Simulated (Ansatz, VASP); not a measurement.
# GaP: VASP beside Ansatz

One calculation is typed for both programs; each brings its own data sets. How far apart do they land? The cell is taken from a series of VASP runs on this material, whose earlier steps may have relaxed, scaled or displaced it; both programs get it as it stands. Valence electrons are named where the data sets of a main pair hold unlike numbers.

Program: Ansatz 0.2.0. Level of theory: plane waves, with VASP 6.6.1 beside it; band structure at HSE06. Results are calculated unless marked as measured.

### 1. The structure

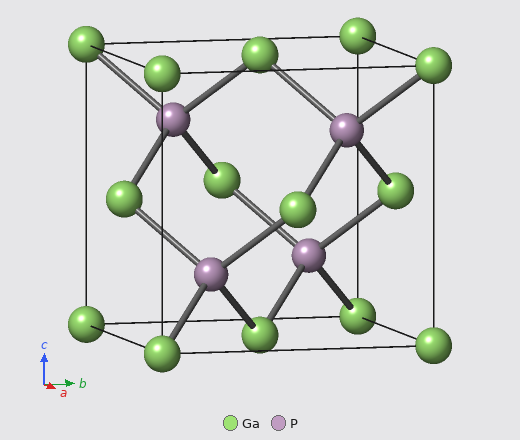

Start, viewed slightly off an axis; gallium green, phosphorus pink. This picture shows the conventional cell, with its axes. Bonds to atoms that aren't drawn are left out. Some periodic images of atoms are drawn too.

### 2. VASP: band structure, HSE06

Levels along a path test the potential and the projectors away from the mesh points.

Lines of VASP's logs that name or quote its potential files are left out, and so is its time.

The run reads the wave functions of an earlier VASP run, which isn't shown here.

Input file INCAR:

```
SYSTEM = GaP
PREC = Accurate
ENCUT = 400
EDIFF = 1E-06
NELM = 100
ISMEAR = 0
SIGMA = 0.05
LREAL = .FALSE.
ALGO = Normal
LHFCALC = .TRUE.
AEXX = 0.25
GGA = PE
HFSCREEN = 0.2
LASPH = .TRUE.
NBANDS = 15
PRECFOCK = Fast
LORBIT = 11
LWAVE = .FALSE.
LCHARG = .FALSE.
KPAR = 2
```

Input file POSCAR:

```
GaP
1.0
    0.0000000000      2.7146945537      2.7146945537
    2.7146945537      0.0000000000      2.7146945537
    2.7146945537      2.7146945537      0.0000000000
Ga P
1 1
Direct
    0.0000000000      0.0000000000      0.0000000000
    0.2500000000      0.2500000000      0.2500000000
```

Input file KPOINTS:

```
Automatic mesh
0
Gamma
5 5 5
0 0 0
```

Input file KPOINTS_OPT:

```
Line mode
6
Line-mode
Reciprocal
  0.00000000   0.00000000   0.00000000 GAMMA
  0.50000000   0.00000000   0.50000000 X

  0.50000000   0.00000000   0.50000000 X
  0.50000000   0.25000000   0.75000000 W

  0.50000000   0.25000000   0.75000000 W
  0.37500000   0.37500000   0.75000000 K

  0.37500000   0.37500000   0.75000000 K
  0.00000000   0.00000000   0.00000000 GAMMA

  0.00000000   0.00000000   0.00000000 GAMMA
  0.50000000   0.50000000   0.50000000 L

  0.50000000   0.50000000   0.50000000 L
  0.62500000   0.25000000   0.62500000 U

  0.62500000   0.25000000   0.62500000 U
  0.50000000   0.25000000   0.75000000 W

  0.50000000   0.25000000   0.75000000 W
  0.50000000   0.50000000   0.50000000 L

  0.50000000   0.50000000   0.50000000 L
  0.37500000   0.37500000   0.75000000 K

  0.62500000   0.25000000   0.62500000 U
  0.50000000   0.00000000   0.50000000 X
```

Potentials, in the order of the species: Ga_d and P (PBE family, release 64).

The run is started by

```sh
> mpirun -np 2 vasp_std
```

Numbers of over 12 decimals in the logs are rounded to 6 here.

What it wrote:

```text
[banner, memory and clock lines left out]
running    2 mpi-ranks, on    1 nodes
 distrk:  each k-point on    1 cores,    2 groups
 distr:  one band on    1 cores,    1 groups

 POSCAR found type information on POSCAR GaP
 POSCAR found :  2 types and       2 ions
 LDA part: xc-table for (Slater+PW92), standard interpolation
 found WAVECAR, reading the header
 POSCAR, INCAR and KPOINTS ok, starting setup
 FFT: planning ... GRIDC
 FFT: planning ... GRID_SOFT
 FFT: planning ... GRID
 reading WAVECAR
 the WAVECAR file was read successfully
 initial charge from wavefunction
 entering main loop
       N       E                     dE             d eps       ncg     rms          rms(c)
DAV:   1    -0.107742306005E+02   -0.10774E+02   -0.25455E-01   392   0.107E+01    0.194E-01
DAV:   2    -0.107783766730E+02   -0.41461E-02   -0.42226E-02   314   0.252E+00    0.132E-01
DAV:   3    -0.107781819247E+02    0.19475E-03   -0.11250E-03   400   0.451E-01    0.735E-02
DAV:   4    -0.107781584885E+02    0.23436E-04   -0.18043E-04   384   0.120E-01    0.468E-02
DAV:   5    -0.107781642203E+02   -0.57317E-05   -0.30052E-05   349   0.427E-02    0.298E-02
DAV:   6    -0.107781660247E+02   -0.18044E-05   -0.31508E-06   362   0.177E-02    0.190E-02
DAV:   7    -0.107781665337E+02   -0.50902E-06   -0.62393E-07   220   0.776E-03
   1 F= -.10778167E+02 E0= -.10778167E+02  d E =-.169644E-10
 Start KPOINTS_OPT (optional k-point list driver)
k-point batch [1-10\60]
       N       E                     dE             ncg
DAV:   1    -0.306817464076E+03   -0.46952E+04      307
DAV:   2    -0.127955263665E+04   -0.97274E+03      321
DAV:   3    -0.135259820764E+04   -0.73046E+02      370
DAV:   4    -0.135429767106E+04   -0.16995E+01      412
DAV:   5    -0.135432457299E+04   -0.26902E-01      420
DAV:   6    -0.135432534463E+04   -0.77163E-03      452
DAV:   7    -0.135432536188E+04   -0.17252E-04      390
DAV:   8    -0.135432536274E+04   -0.86114E-06      357
[...]
k-point batch [51-60\60]
       N       E                     dE             ncg
DAV:   1    -0.404145305753E+03   -0.64336E+04      300
DAV:   2    -0.133969206031E+04   -0.93555E+03      342
DAV:   3    -0.140605660144E+04   -0.66365E+02      342
DAV:   4    -0.140745840635E+04   -0.14018E+01      384
DAV:   5    -0.140748240659E+04   -0.24000E-01      405
DAV:   6    -0.140748348670E+04   -0.10801E-02      470
DAV:   7    -0.140748350295E+04   -0.16247E-04      398
DAV:   8    -0.140748350335E+04   -0.39946E-06      298
```

OUTCAR, selected parts (step 2):

```text
ion  position               nearest neighbor table
   1  0.000  0.000  0.000-   2 2.35   2 2.35   2 2.35   2 2.35
   2  0.250  0.250  0.250-   1 2.35   1 2.35   1 2.35   1 2.35

  LATTYP: Found a face centered cubic cell.
 ALAT       =     5.4293891074

 Subroutine GETGRP returns: Found 24 space group operations
 (whereof 24 operations were pure point group operations)

The static configuration has the point symmetry T_d .

 Found     10 irreducible k-points:

   k-points           NKPTS =     10   k-points in BZ     NKDIM =    125   number of bands    NBANDS=     15

   dimension x,y,z NGX =    28 NGY =   28 NGZ =   28
   dimension x,y,z NGXF=    56 NGYF=   56 NGZF=   56

   ENCUT  =  400.0 eV  29.40 Ry    5.42 a.u.   6.26  6.26  6.26*2*pi/ulx,y,z

   NELECT =      18.0000    total number of electrons

 k-points in reciprocal lattice and weights: Automatic mesh
   0.00000000  0.00000000  0.00000000       0.008
   0.20000000  0.00000000  0.00000000       0.064
   0.40000000  0.00000000  0.00000000       0.064
   0.20000000  0.20000000  0.00000000       0.048
   0.40000000  0.20000000  0.00000000       0.192
  -0.40000000  0.20000000  0.00000000       0.192
  -0.20000000  0.20000000  0.00000000       0.096
   0.40000000  0.40000000  0.00000000       0.048
  -0.40000000  0.40000000  0.00000000       0.096
  -0.40000000  0.40000000  0.20000000       0.192

  exchange ACFDT corr.  =         0.00000000  see jH, gK, PRB 81, 115126

 average (electrostatic) potential at core
       1 -58.2384       2 -79.7209

 E-fermi :   4.5372

 k-point     1 :       0.0000    0.0000    0.0000
  band No.  band energies     occupation
    ...
      5     -12.6450      2.00000
      6      -9.5480      2.00000
      7       4.3280      2.00000
      8       4.3280      2.00000
      9       4.3280      2.00000
     10       7.2602      0.00000
     11       9.1197      0.00000
     12       9.1197      0.00000
     13       9.1197      0.00000
     14      14.2696      0.00000
    ...

 k-point     2 :       0.2000    0.0000    0.0000
  band No.  band energies     occupation
    ...
      5     -12.6447      2.00000
      6      -8.9957      2.00000
      7       1.1262      2.00000
      8       3.7981      2.00000
      9       3.7982      2.00000
     10       7.6284      0.00000
     11       9.8740      0.00000
     12       9.8740      0.00000
     13      10.9575      0.00000
     14      14.2895      0.00000
    ...

 k-point     3 :       0.4000    0.0000    0.0000
  band No.  band energies     occupation
    ...
      5     -12.6408      2.00000
      6      -7.6515      2.00000
      7      -2.3312      2.00000
      8       3.1841      2.00000
      9       3.1841      2.00000
     10       6.9924      0.00000
     11      10.0289      0.00000
     12      10.0289      0.00000
     13      13.5754      0.00000
     14      15.6555      0.00000
    ...

  energy-cutoff  :      400.00
  volume of cell :       40.01
      direct lattice vectors                 reciprocal lattice vectors
     0.000000000  2.714694554  2.714694554    -0.184182784  0.184182784  0.184182784
     2.714694554  0.000000000  2.714694554     0.184182784 -0.184182784  0.184182784
     2.714694554  2.714694554  0.000000000     0.184182784  0.184182784 -0.184182784

 POSITION                                       TOTAL-FORCE (eV/Angst)
 -----------------------------------------------------------------------------------
      0.00000      0.00000      0.00000        -0.000000     -0.000000     -0.000000
      1.35735      1.35735      1.35735         0.000000      0.000000      0.000000
 -----------------------------------------------------------------------------------
    total drift:                               -0.000041     -0.000036     -0.000030

  FREE ENERGIE OF THE ION-ELECTRON SYSTEM (eV)
  ---------------------------------------------------
  free  energy   TOTEN  =       -10.7781665337 eV

  energy  without entropy=      -10.7781665337  energy(sigma->0) =      -10.77816653

 total charge
# of ion       s       p       d       tot
------------------------------------------
    1        0.823   0.866  10.032  11.721
    2        1.010   1.561   0.000   2.571
--------------------------------------------------
tot          1.833   2.427  10.032  14.292

[... 3 further parts left out ...]
```

The k-mesh is coarse for exact exchange; levels may shift by about 0.1 eV on a finer one. Spin-orbit coupling is off here; it would split degenerate levels. The PAW data sets were made with PBE, which is usual practice but a small mismatch for other functionals.

(Continued in part 2 of 2.)

[Lines on the potential files, build, host, timing and source positions are cut from VASP's logs without a mark.]

[Logs are printed without paths, hosts, clocks, repeated set-up lines and the standing remarks that a program may print on its own settings, such as how far it seeks lower states.]

[Hosts, paths, dates, database ids (printed as entryN), source tags and the programs' standing remarks are cut or masked in the printed files.]
